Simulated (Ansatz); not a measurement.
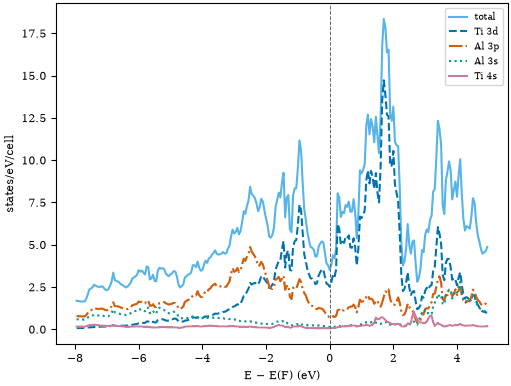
Fig. 1. Total and projected density of states of TiAl$_{2}$ in space group I4_1/amd (No. 141; Ti on 8e, Al on 8e, Al on 8e), r²SCAN (plane waves, PAW; program Ansatz)

### Question
Which orbitals carry the states next to the Fermi level?

### Answer
Within 0.5 eV of the Fermi level: Ti 3d 71 %, Al 3p 20 %. Projections are on Löwdin-orthogonalised atomic valence shells; empty p or d shells of many metals are not among them.

### Question
Where is the tallest occupied peak in this window, and what makes it?

### Answer
Near -0.9 eV, about 11 states/eV per cell; the largest projected share is Ti 3d.

The workflow started from a Materials Project entry (that database holds measured and hypothetical structures alike); the Crystallography Open Database copy checked does not list it. COD files the formula under space group No. 65. With Ti and Al taken as one species the cell has the higher symmetry Fm-3m, so it may be an ordered model of a mixed-site phase. Whether it is the stable phase at ambient conditions was not checked. The cell was relaxed with r²SCAN under the symmetry of its start; its stability against distortions is not shown here. No spin polarisation was allowed.

Potentials: the later of the program's two PAW sets.
